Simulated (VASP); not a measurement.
```xyz
12
Lattice="5.7045 0.0000 0.0000 0.0000 4.5765 0.0000 0.0000 0.0000 10.0125" Properties=species:S:1:pos:R:3 pbc="T T T"
Ge     3.6390     1.1441     6.2508
Ge     0.7868     1.1441     8.7680
Ge     2.0655     3.4324     3.7617
Ge     4.9177     3.4324     1.2445
Se     3.2204     1.1441     8.8305
Se     0.3682     1.1441     6.1882
Se     2.4841     3.4324     1.1820
Se     5.3363     3.4324     3.8243
Se     3.2344     1.1441     3.6471
Se     0.3821     1.1441     1.3591
Se     2.4701     3.4324     6.3654
Se     5.3224     3.4324     8.6533
```

Calculation: PBEsol GGA, VASP's PBE PAW potentials (set 64) (plane waves; VASP). Numerical set-up: 400 eV cut-off, 6×8×4 Γ-centred mesh, tetrahedra with Blöchl corrections, potentials Ge_d Se.

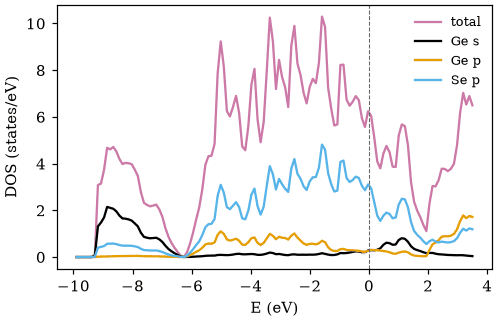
Fig. 1. Total and projected density of states, zero at the Fermi level

Within 2 eV below the Fermi level the largest weight inside VASP's projection spheres is Se p.

It has no gap at this level: it comes out as a metal or semimetal.

The structure was generated: GeSe2 was put into the cotunnite type (Pnma), which need not be its known phase. It was relaxed first, which changed the volume by +25 %.
